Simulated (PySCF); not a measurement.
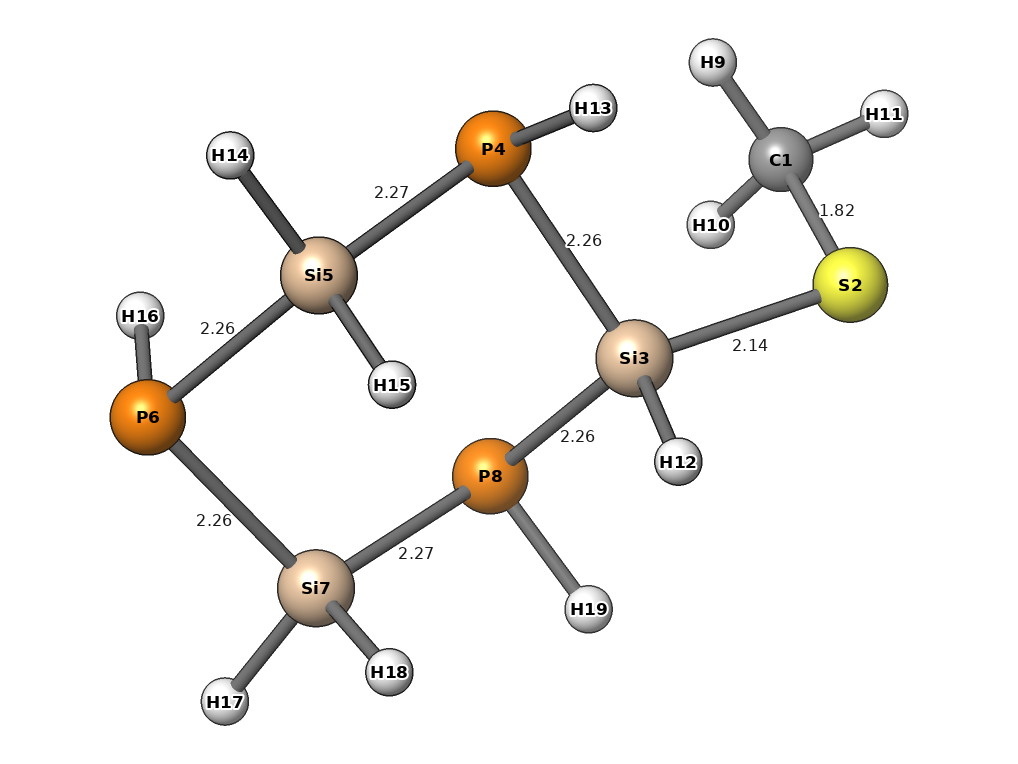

The numbers beside the sticks are distances in Å. Sticks don't show bond order. The geometry was computed by an optimisation with PBE0-D3(BJ)/def2-SVP. No frequency run is at hand to confirm it as a minimum.

Q: Which of the marked bonds are single, double, triple or aromatic?

A: C1–S2 single; S2–Si3 single; Si3–P4 single; Si3–P8 single; P4–Si5 single; Si5–P6 single; P6–Si7 single; Si7–P8 single.

Q: Give the structure as SMILES.

A: CS[SiH]1P[SiH2]P[SiH2]P1
